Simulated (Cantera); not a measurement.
Input: 1 mol Fe2O3, 0.14 mol SO2, 0.084 mol O2, equilibrated at 1575 K.

Method: chemical equilibrium by Gibbs-energy minimisation in Cantera with the NASA 1993 tables (ideal gas, pure condensed phases). Candidate condensed phases: Fe, FeO, FeS, FeSO4, FeS2, Fe2O3, Fe2(SO4)3, Fe3O4, S; 12 gas species. Equilibrium is a limit: real reactors are often held back by kinetics, nucleation or transport.

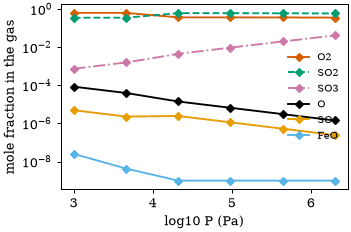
*Equilibrium gas composition (values under 1e-9 drawn at 1e-9)*

From 1000 Pa to 4600 Pa the condensed part is Fe3O4(s). From 21000 Pa to 2000000 Pa the condensed part is Fe2O3(s).
